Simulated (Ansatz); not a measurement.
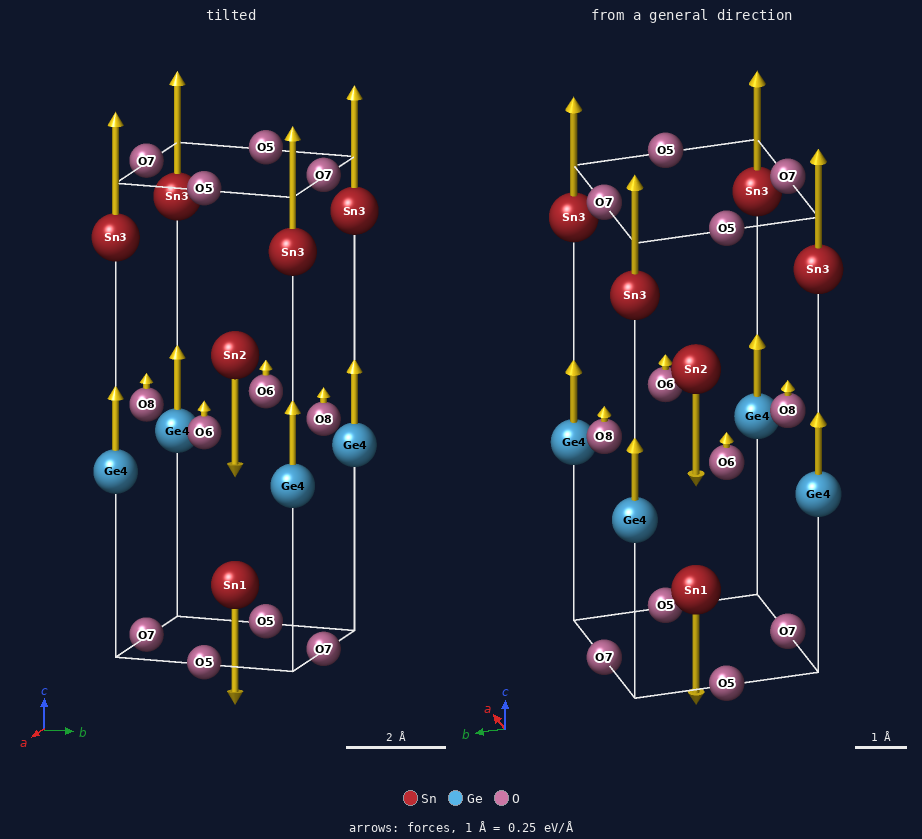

This spheres-only model is shown slightly off an axis and from a general direction. The lines enclose the simulation cell; boundary atoms appear with their images. The arrows are the computed forces on the atoms.

System: Sn3GeO4. The calculation used DFT r2SCAN, scalar-relativistic, plane waves, PAW (Ansatz 0.2.0), with a basis cut at 500 eV, k-point mesh 8×8×4, Gaussian smearing of 0.02 eV, no spin polarisation.

### Is the structure at rest?

No. The atoms still feel forces of up to about 0.54 eV/Å, far above a usual threshold of 0.01 to 0.03 eV/Å.

The initial geometry was a structure type filled with these elements by a generator (whether the compound takes this form wasn't checked). Earlier steps of the study may have refined or changed the cell and positions. A calculation with Ansatz used it as input.
